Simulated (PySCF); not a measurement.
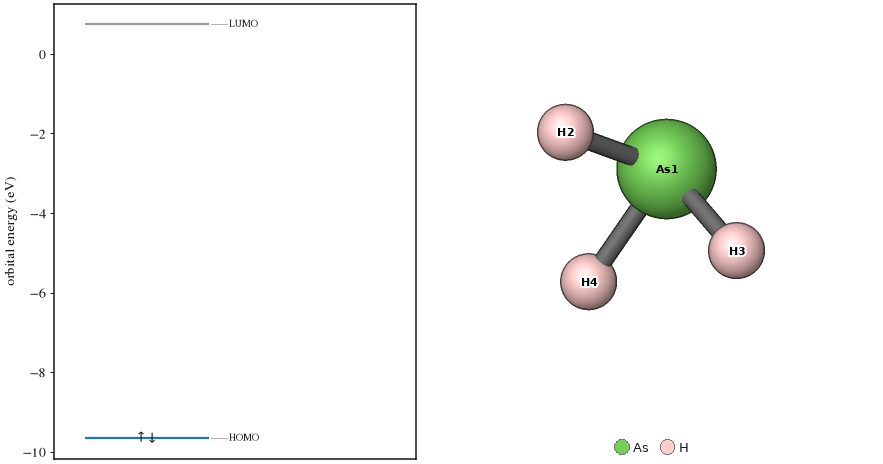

AsH₃ (arsine), SMILES [AsH3]. Kohn-Sham orbital energies near the frontier, ωB97X-D/aug-cc-pVTZ, PySCF, at a PBE0-D3(BJ)/def2-TZVP geometry (no frequency check), isolated molecule; empty levels in grey, levels within 0.03 eV side by side.

Question: Where do the frontier orbitals lie?

Answer: HOMO at −9.66 eV, LUMO at 0.75 eV, 10.41 eV apart.

Question: How does −ε(HOMO) compare with the ΔSCF vertical ionisation energy at this level?

Answer: −ε(HOMO) is 9.66 eV, the ΔSCF value 10.50 eV; the orbital energy is 0.83 eV too shallow.

Known limits of this run: empty levels above zero depend strongly on the basis.
